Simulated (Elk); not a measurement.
# Magnetic state of CrIr3 from several starts, part 3 of 3

Wanted: the moments of CrIr3 and the energy of each order that was tried.

Elk 11.2.3 (patched build); LDA (Perdew-Wang); all-electron APW+lo, Dirac cores, scalar-relativistic bands.

So far, largest spin moment in the muffin-tin sphere (μB): step 2 (run 1 (ferro +)) 1.45; step 3 (run 2 (antiferro q=(1/2,1/2,1/2) +-)) 1.14.

**6. Spin–orbit coupling**

Level of this step: LDA (Perdew-Wang); all-electron APW+lo, Dirac cores, scalar-relativistic bands with second-variational spin-orbit coupling (Elk).

Orbital moments arise only with spin–orbit coupling, and measured moments hold them.

The run goes on from the saved lowest state, with the moments along the z axis of the cell.

elk.in reads:

```
tasks
  1
  15

xctype
  3

rgkmax
  7.0

nempty
  8

swidth
  0.003

reducebf
  0.5

epsengy
  1e-05

maxscl
  100

lmaxi
  3

spinpol
  .true.

spinorb
  .true.

cmagz
  .true.

sppath
  './'

avec
  7.20767511283 0.00000000000 0.00000000000
  0.00000000000 7.20767511283 0.00000000000
  0.00000000000 0.00000000000 7.20767511283

atoms
  2
  'Cr.in'
  1
  0.0000000000 0.0000000000 0.0000000000   0.000000 0.000000 -0.000187
  'Ir.in'
  3
  0.0000000000 0.5000000000 0.5000000000   0.000000 0.000000 0.000000
  0.5000000000 0.5000000000 0.0000000000   0.000000 0.000000 0.000000
  0.5000000000 0.0000000000 0.5000000000   0.000000 0.000000 0.000000

ngridk
  6 6 6
```

Started as:

```console
> OMP_NUM_THREADS=4 elk
```

Numbers of over 12 decimals in the logs are rounded to 6 here.

What it wrote:

```text
Warning(gndstate): core states of species 2 leak from the muffin-tin :   0.9969059543E-03
Warning(chksvso): spin-orbit splittings by the second variation are low [figures from our tests cut]: local-orbitals by j (lorbdm 7 and 8, zora) mend levels alone
Warning(init1): few empty states an atom for a second variation :    8.000000000
 they are its basis, with spin, DFT+U, afieldc (12 by default), in Hartree-Fock and RDMFT; 30 and more for pressures

--- INFO.OUT ---
┌─────────────────────────┐
│ Elk code version 11.2.3 │
└─────────────────────────┘

All units are atomic (Hartree, Bohr, etc.)

┌──────────────────────────────────────────┐
│ Ground-state run resuming from STATE.OUT │
└──────────────────────────────────────────┘

Lattice vectors :
   7.207675113       0.000000000       0.000000000
   0.000000000       7.207675113       0.000000000
   0.000000000       0.000000000       7.207675113

Species : 1 (Cr)
 parameters loaded from : Cr.in
 name : chromium
 nuclear charge    :   -24.00000000
 electronic charge :    24.00000000
 atomic mass :    94783.09202
 muffin-tin radius :    2.400000000
 number of radial points in muffin-tin :    497
 inner part over the whole radius :   0.9857795597E-02
 number on inner part of muffin-tin    :    350
 approximate nuclear radius :   0.6987106690E-04
 number of mesh points to nuclear radius :    165
 atomic positions (lattice), magnetic fields (Cartesian) :
  1 :   0.00000000  0.00000000  0.00000000    0.00000000  0.00000000  0.00000000

Species : 2 (Ir)
 parameters loaded from : Ir.in
 name : iridium
 nuclear charge    :   -77.00000000
 electronic charge :    77.00000000
 atomic mass :    350390.1562
 muffin-tin radius :    2.523297974
 number of radial points in muffin-tin :    697
 inner part over the whole radius :   0.9909484149E-02
 number on inner part of muffin-tin    :    499
 approximate nuclear radius :   0.1024342351E-03
 number of mesh points to nuclear radius :    263
 atomic positions (lattice), magnetic fields (Cartesian) :
  1 :   0.00000000  0.50000000  0.50000000    0.00000000  0.00000000  0.00000000
  2 :   0.50000000  0.50000000  0.00000000    0.00000000  0.00000000  0.00000000
  3 :   0.50000000  0.00000000  0.50000000    0.00000000  0.00000000  0.00000000

Total number of atoms per unit cell :    4
Total muffin-tin volume :    259.7961487
 ratio of muffin-tin to unit cell volume :   0.6938204578

Spin treatment :
 spin-polarised
 spin-orbit coupling
 global magnetic field (Cartesian) :    0.000000000       0.000000000       0.000000000
 collinear magnetisation in z-direction

Number of Bravais lattice symmetries :   48
Number of crystal symmetries         :    8
Crystal has inversion symmetry
Real symmetric eigensolver will be used

k-point grid :      6     6     6
k-point offset :    0.000000000       0.000000000       0.000000000
k-point set is reduced with full crystal symmetry group
Total number of k-points :       44

Muffin-tin radius times maximum |G+k| :    7.000000000
 using average radius
Maximum |G+k| for APW functions       :    2.808455157
Maximum (1/2)|G+k|²                   :    3.943710183
Maximum |G| for potential and density :    12.00000000
Constant for pseudocharge density :    8
 order of it for each species :   15  15
 order of it for pair densities of each species (exact exchange by exxq0 0: 15) :    9  10
Radial integration step length :    1

G-vector grid sizes :     28    28    28
Number of G-vectors :    11019

Maximum angular momentum used for
 APW functions            :    8
 outer part of muffin-tin :    6
 inner part of muffin-tin :    3

Number of empty states         :     32
Total number of valence states :    166
Total number of core states    :    154

Third-order local-orbitals added for an l without core states : T
Total number of local-orbitals :    137

Exchange-correlation functional :      3     0     0
 Perdew-Wang/Ceperley-Alder, Phys. Rev. B 45, 13244 (1992)
 gradient requirement :    0
 local density approximation (LDA)

Smearing type :    3
 Fermi-Dirac
Smearing width :   0.3000000000E-02
Effective electronic temperature (K) :    947.3250744

Mixing type :    3
 Broyden mixing, J. Phys. A: Math. Gen. 17, L317 (1984)

Potential read in from STATE.OUT

┌──────────────────────────────┐
│ Self-consistent loop started │
└──────────────────────────────┘

[... earlier loops left out ...]

┌──────────────────┐
│ Loop number : 19 │
└──────────────────┘

Energies :
 Fermi                       :     0.448824
 sum of occupied eigenvalues :     -33458.884866828
 electron kinetic            :      62071.092284258
 core electron kinetic       :      59668.620187204
 Coulomb                     :     -115600.40699839
 Coulomb potential           :     -94117.827352279
 nuclear-nuclear             :     -5499.8950442951
 electron-nuclear            :     -126231.86310265
 Hartree                     :      16131.351148558
 Madelung                    :     -68541.493322251
 xc potential                :     -1412.1106942532
 xc effective B-field        :    -0.39104657787643E-01
 external B-field            :      0.000000
 exchange                    :     -1037.7798819832
 correlation                 :     -26.125318384089
 electron entropic           :    -0.33212311657711E-02
 total energy                :     -54593.223235731
 (external B-field energy excluded from total)

Density of states at Fermi energy :    119.7683897
 (states/Hartree/unit cell)

Estimated indirect band gap :   0.6098162843E-03
 from k-point 22 to k-point 35
Estimated direct band gap   :   0.2272798604E-02
 at k-point 25

Charges :
 core                        :    154.0000000
 valence                     :    101.0000000
 interstitial                :    5.113987032
 muffin-tins (core leakage)
  species : 1 (Cr)
   atom 1                    :    22.87350780     ( -0.3576940330E-05)
  species : 2 (Ir)
   atom 1                    :    75.67084045     (  0.9969059543E-03)
   atom 2                    :    75.67082427     (  0.9968970352E-03)
   atom 3                    :    75.67084045     (  0.9969059543E-03)
 total in muffin-tins        :    249.8860130
 total calculated charge     :    254.9955641
 total charge                :    255.0000000
 error                       :   0.4435924513E-02

Moments :
 interstitial                :   0.4153745196E-01
 muffin-tins
  species : 1 (Cr)
   atom 1                    :    1.489567566
  species : 2 (Ir)
   atom 1                    :  -0.1178771822
   atom 2                    :  -0.1149921857
   atom 3                    :  -0.1178771822
 total in muffin-tins        :    1.138821016
 total moment                :    1.180358468

┌──────────────────────────────┐
│ Self-consistent loop stopped │
└──────────────────────────────┘

Warning : core states of species 2 leak from the muffin-tin :   0.9969059543E-03

Wrote STATE.OUT
```

The job ended after 3.9 min (4 threads of Arm Neoverse V1, shared host; peak memory 0.49 GiB; 15 min of CPU time).

Spin moment in the muffin-tin sphere by atom:

| atom | spin moment in the muffin-tin sphere (μB) |
| --- | --- |
| Cr1 | 1.49 |
| Ir2 | -0.12 |
| Ir3 | -0.11 |
| Ir4 | -0.12 |

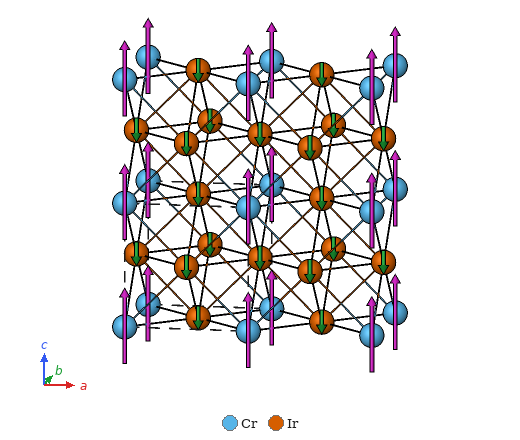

Spin moment in the muffin-tin sphere as arrows, the longest 1.49 μB. Up and down stand for the sign. Arrows give size and sign along the axis of quantisation, drawn up and down the page. Each arrow also spans its atom, so small moments look longer than they are. The two directions have two colours. 2×1×2 cells are drawn. Some periodic images of atoms are drawn too.

Numbers from this step:

* density of states at the Fermi level: 4.401 states/eV/cell
* moment between the spheres: 0.04154 μB
* magnetization: 1.180 μB
* final state: ferromagnetic

Orbital moment <L> in the sphere by atom:

| atom | x (μB) | y (μB) | z (μB) | size |
| --- | --- | --- | --- | --- |
| Cr1 | 0.0000 | 0.0000 | 0.0614 | 0.0614 |
| Ir2 | 0.0000 | 0.0000 | -0.0316 | 0.0316 |
| Ir3 | 0.0000 | 0.0000 | -0.0433 | 0.0433 |
| Ir4 | 0.0000 | 0.0000 | -0.0316 | 0.0316 |

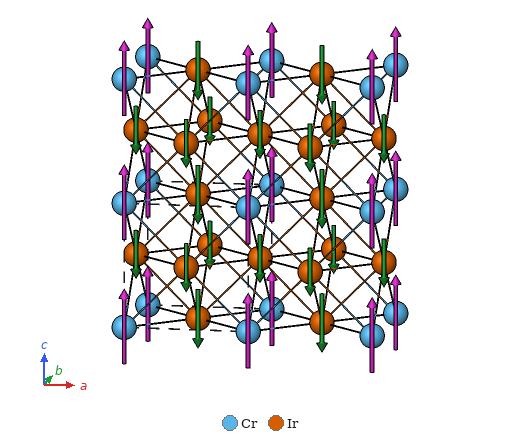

Orbital moment <L> in the sphere as arrows, the longest 0.0614 μB. The two directions have two colours. 2×1×2 cells are drawn. Some periodic images of atoms are drawn too.

**7. What came out**

```yaml
lowest_state_found: ferromagnetic (typed ferro +)
largest_site_moment: 1.45 μB
next_state: antiferromagnetic, 56.4 meV a seeded atom higher
energy_gained_by_spin_polarisation: 70.5 meV a seeded atom
with_spin_orbit_coupling_largest_spin_moment_and_its_orbital_moment: 1.49 and 0.0614 μB
```

The lowest state found is ferromagnetic, reached from the start ferro +, with moments up to 1.45 μB. The next state costs 56 meV a seeded atom. The orbital moment is parallel to the spin. Only 3 starts are shown; other collinear patterns, canted and longer-period orders are not.

[Logs and program files are shortened in this print: banners, set-up blocks, solver, clock and traceback lines can be left out without a mark of their own.]

[Logs are printed without paths, hosts, clocks, repeated set-up lines and the standing remarks that a program may print on its own settings, such as how far it seeks lower states.]

[Hosts, paths, dates, database ids (printed as entryN), source tags and the programs' standing remarks are cut or masked in the printed files.]

[Where a cell is said to come from a database of computed structures, the database is the Materials Project.]
